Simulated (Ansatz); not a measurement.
## A ladder of methods for Si2H5ClO2 (SMILES O[SiH2][SiH](O)Cl)

Si2H5ClO2: 10 atoms, total charge 0, spin state singlet. As SMILES, `O[SiH2][SiH](O)Cl`. The coordinates come from a PBE0-D4/def2-TZVP relaxation. This is one conformer, not always the lowest.

Quantity: the vertical ionisation energy (to the doublet cation), in eV. The values are calculated.

```tsv
level	kind	program	value (eV)	CPU time (all runs)
HF/cc-pVDZ	Hartree–Fock	Ansatz	9.80	16 s
SVWN5/cc-pVDZ	LDA	Ansatz	9.36	19 s
PBE/cc-pVDZ	GGA	Ansatz	9.28	31 s
r2SCAN/cc-pVDZ	meta-GGA	Ansatz	9.56	72 s
BHLYP/cc-pVDZ	global hybrid	Ansatz	10.05	44 s
PBE0/cc-pVDZ	global hybrid	Ansatz	9.77	48 s
CAM-B3LYP/cc-pVDZ	range-separated hybrid	Ansatz	9.94	54 s
MP2/cc-pVDZ	perturbation theory	Ansatz	9.92	19 s
CCSD/cc-pVDZ	coupled cluster or CI	Ansatz	9.95	3.1 min
```

The values span 9.28 to 10.05 eV. CPU times are rough (shared hosts, several kinds of processor and program).

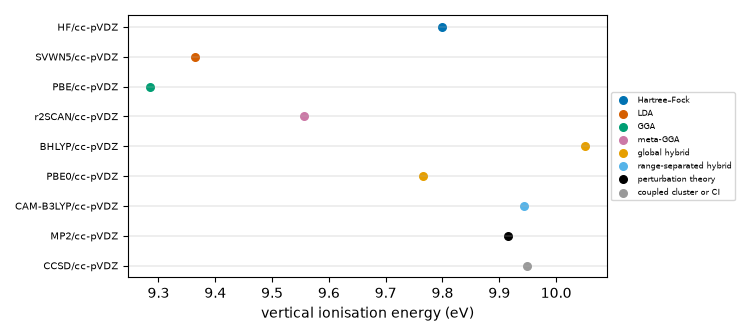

The values of the table, level by level.
